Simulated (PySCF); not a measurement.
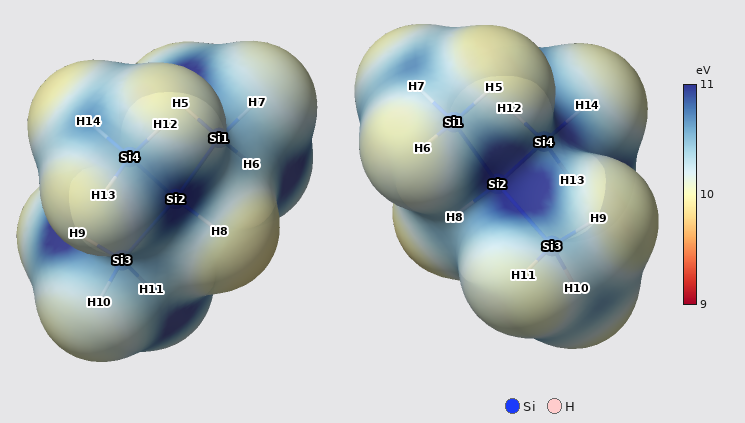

H10Si4, SMILES `[SiH3][SiH]([SiH3])[SiH3]`. Average local ionisation energy on the surface of electron density 0.001 a.u. (back view left, front view right).

PySCF calculation, B3LYP/def2-SVPD, gas phase; geometry: GFN2-xTB. No frequency check shows the geometry to be a minimum.

Geometry (Å), atoms numbered from 1:

```
Si1      2.2372   -0.1364   -0.1447
Si2      0.0025   -0.0004    0.4930
Si3     -1.2379   -1.8642   -0.1441
Si4     -1.0009    2.0011   -0.1439
H5       2.3631   -0.1332   -1.6049
H6       2.9008   -1.3558    0.3228
H7       3.0492    0.9820    0.3405
H8       0.0029   -0.0023    1.9774
H9      -1.3364   -1.9506   -1.6038
H10     -2.6134   -1.8466    0.3594
H11     -0.6555   -3.1311    0.3044
H12     -0.3373    3.1873    0.4020
H13     -2.4058    2.0968    0.2601
H14     -0.9802    2.1529   -1.6014
```

Locate the minima of the map.

Answer. The lowest value is 9.9 eV, 1.5 Å from H8. Further minima include 10.0 eV, 1.5 Å from H14, and at like points elsewhere. For comparison, the highest occupied orbital lies at −8.1 eV.

What volume does the surface enclose, and what is the dipole moment?

Answer. About 193 Å³; the dipole moment is 0.2 D.
